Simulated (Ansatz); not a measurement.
# AlSi2H5O (SMILES [SiH3][Al]1[O][SiH2]1): BCCD(T)/6-31G(d) (spherical functions)

What is the vertical singlet–triplet gap of AlSi2H5O at BCCD(T)/6-31G* (spherical functions)? 

The results are computed with Ansatz 0.2.0.

83 further runs of the same task are left out: 1 that didn't finish, 82 set aside as unsound or not needed.

## 1. The system as given

AlSi2H5O has 9 atoms, charge 0, and is taken as a singlet. SMILES: `[SiH3][Al]1[O][SiH2]1`. Geometry: relaxed at PBE0-D4/def2-TZVP.

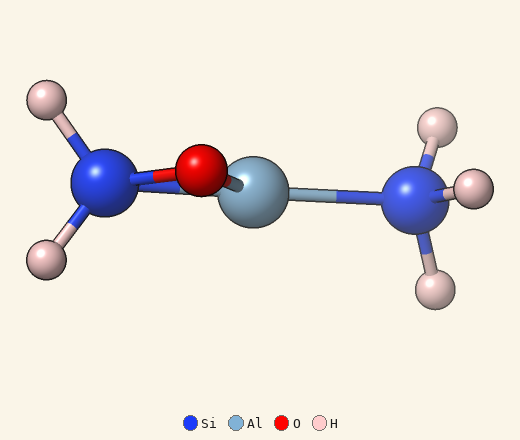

Viewed from a chosen angle; silicon blue, aluminium light blue, oxygen red, hydrogen pink.

## 2. The energy at BCCD(T)/6-31G(d) (spherical functions)

Input file input.yaml:

```yaml
crystal:
  periodic: [false, false, false]
  atoms:
    - {symbol: Si, position_ang: [-0.652900, 1.717100, -1.334700]}
    - {symbol: Al, position_ang: [-0.124900, -0.148900, 0.162800]}
    - {symbol: O, position_ang: [1.392700, -0.965300, 0.434300]}
    - {symbol: Si, position_ang: [0.478600, -1.877700, 1.520900]}
    - {symbol: H, position_ang: [-1.763800, 1.326700, -2.244900]}
    - {symbol: H, position_ang: [-1.100100, 2.886400, -0.529300]}
    - {symbol: H, position_ang: [0.526500, 2.112800, -2.150200]}
    - {symbol: H, position_ang: [0.403300, -3.327600, 1.187000]}
    - {symbol: H, position_ang: [0.929000, -1.770000, 2.936900]}
basis:
  gaussian:
    orbitals: 6-31G_st_-spherical.json
accuracy: high
scf:
  omitted_lower_state_checks: [cluster_reference, increment]
correlation:
  method: bccd_t
  frozen_orbitals: {Al: 5, H: 0, O: 1, Si: 5}
```

The basis set 6-31G* is read from a file made from the Basis Set Exchange's data (not shown).

Command:

```
$ ansatz run input.yaml --threads 1 --pin off --max-ram 3480MiB --events-out events.jsonl --progress --plain --runs-dir runs
```

Standard output, cut to the lines that bear on the results:

```text
Warning: RAYON_NUM_THREADS=1 ignored (pool sized by the plan → 1); use --threads N
Functional definition: HF
  name "HF"
[...]
1704 factors; integrals over basis functions are off by at most 7.2e-9 eV
[...]
mean field -24422.71653979 eV, -897.5182785253 hartree, gradient 1.9e-8 eV, S^2 0.000000; 0 other end points of the search recorded, 0 dependent functions left out
16 core orbitals not correlated: weight in the atoms' cores, before any rotation towards them, 1.000 or more for the frozen orbitals, at most 0.000 for the correlated occupied ones
reference -24422.71653979 eV, -897.5182785253 hartree; 11, 11 occupied and 51, 51 virtual orbitals, 1704 factors
second order -10.60436537 eV of doubles, -0.00000000 eV of singles
cycle   1  -11.18754946 eV  change   -5.8e-1 eV  update   1.2e-1
[...]
cycle  23  -11.74716643 eV  change    2.6e-9 eV  update   2.3e-9
perturbative correction -0.40692211 eV, -0.0149541117 hartree
Total energy: -24434.87062833 eV, -897.9649330408 hartree
Checks for a lower state left out: cluster_reference, increment
```

Wall time 13 s (1 thread of Arm Neoverse V1, shared host); peak memory 0.4 GiB.

## 3. The triplet, same level

Input file run.yaml:

```yaml
crystal:
  periodic: [false, false, false]
  atoms:
    - {symbol: Si, position_ang: [-0.652900, 1.717100, -1.334700]}
    - {symbol: Al, position_ang: [-0.124900, -0.148900, 0.162800]}
    - {symbol: O, position_ang: [1.392700, -0.965300, 0.434300]}
    - {symbol: Si, position_ang: [0.478600, -1.877700, 1.520900]}
    - {symbol: H, position_ang: [-1.763800, 1.326700, -2.244900]}
    - {symbol: H, position_ang: [-1.100100, 2.886400, -0.529300]}
    - {symbol: H, position_ang: [0.526500, 2.112800, -2.150200]}
    - {symbol: H, position_ang: [0.403300, -3.327600, 1.187000]}
    - {symbol: H, position_ang: [0.929000, -1.770000, 2.936900]}
basis:
  gaussian:
    orbitals: 6-31G_st_-spherical.json
magnetization:
  spin_polarized: true
  initial_magnetization: 2
correlation:
  method: bccd_t
  frozen_orbitals: {Al: 5, H: 0, O: 1, Si: 5}
accuracy: high
scf:
  omitted_lower_state_checks: [cluster_reference, increment]
```

The basis set 6-31G* is read from a file made from the Basis Set Exchange's data (not shown).

Command:

```
$ ansatz run run.yaml --threads 1 --pin off --max-ram 3480MiB --events-out events.jsonl --progress --plain --runs-dir runs
```

Standard output:

```text
Warning: RAYON_NUM_THREADS=1 ignored (pool sized by the plan → 1); use --threads N
[... 17 lines left out ...]
16 core orbitals not correlated: weight in the atoms' cores, before any rotation towards them, 1.000 or more for the frozen orbitals, at most 0.000 for the correlated occupied ones
[... 59 lines left out ...]
Total energy: -24432.04089246 eV, -897.8609421657 hartree
Checks for a lower state left out: cluster_reference, increment
```

It took 1.7 min on 1 thread of Arm Neoverse V1, shared host; peak memory 0.7 GiB.

## 4. Results

Level: BCCD(T)/6-31G* (spherical functions), 16 core orbitals frozen.

| quantity | value |
| --- | --- |
| singlet: total energy | -897.96493 Eh |
| singlet: correlation energy (16 core orbitals frozen) | -446.7 mEh |
| singlet: (T) correction | -14.95 mEh |
| triplet: total energy | -897.86094 Eh |
| triplet: correlation energy (16 core orbitals frozen) | -434.0 mEh |
| triplet: (T) correction | -14.62 mEh |
| triplet: ⟨S²⟩ of the reference determinant | 2.018 |
| vertical energy of the triplet above the singlet | 2.830 eV |

What this shows: At this shape the triplet lies 2.83 eV (65 kcal/mol) above the singlet. The triples (singlet) make up 3.3 % of the correlation energy. The triples (triplet) make up 3.4 % of the correlation energy.
